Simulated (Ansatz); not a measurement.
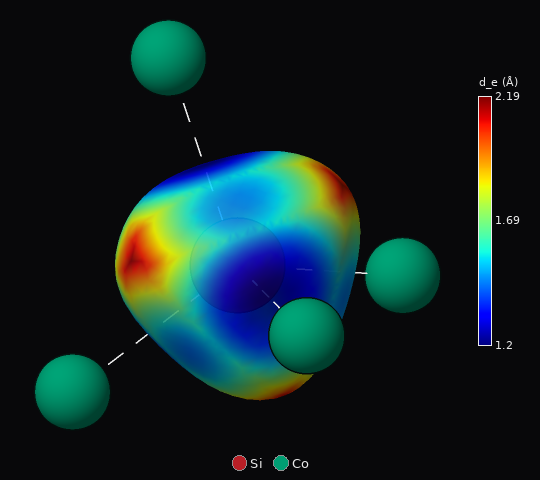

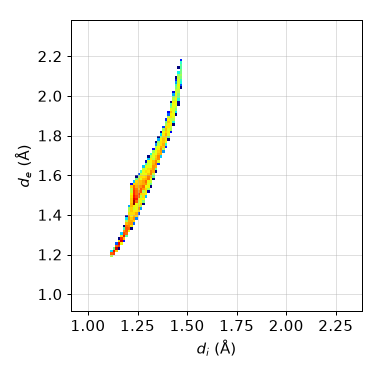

Hirshfeld surface computed for one Si atom in CoSi2 (Fm-3m, No. 225), coloured by d_e. Dashed lines lead to the closest neighbours outside. The second picture is its fingerprint plot, coloured by area on a logarithmic scale (blue little, red much).

The surface is where the fragment's share of the procrystal density (the sum of the densities of spherically averaged neutral Hartree-Fock atoms) equals one half. d_i and d_e are the distances from the surface to the nearest nucleus inside and outside.

The cell is taken from the input geometry of an electronic-structure calculation (not necessarily at equilibrium).

Space group Fm-3m (No. 225). a = 5.356 Å, b = 5.356 Å, c = 5.356 Å, α = 90.00°, β = 90.00°, γ = 90.00°
```tsv
atom	site	symmetry	x	y	z
Co	4a	m-3m	0.0000	0.0000	0.0000
Si	8c	-43m	0.2500	0.7500	0.7500
```

Q: What is the shortest distance from the fragment to an atom outside it?

A: Si–Co, 2.32 Å.

Q: How is the surface shared among contacts (nearest atom inside ··· nearest atom outside)?

A: Si···Co 56 %, Si···Si 44 %. The surface faces 10 neighbours with more than 2 % of its area each: 6 Si + 4 Co.

Q: Give the size and shape of the surface.

A: It encloses about 8.7 Å³, has an area of about 21 Å² and a globularity of 0.98 (1 for a sphere).

Q: Where does the fingerprint reach closest to the origin?

A: The smallest d_i + d_e is about 2.3 Å, which belongs to the shortest contact, Si···Co at 2.32 Å; d_e runs from 1.20 to 2.19 Å.
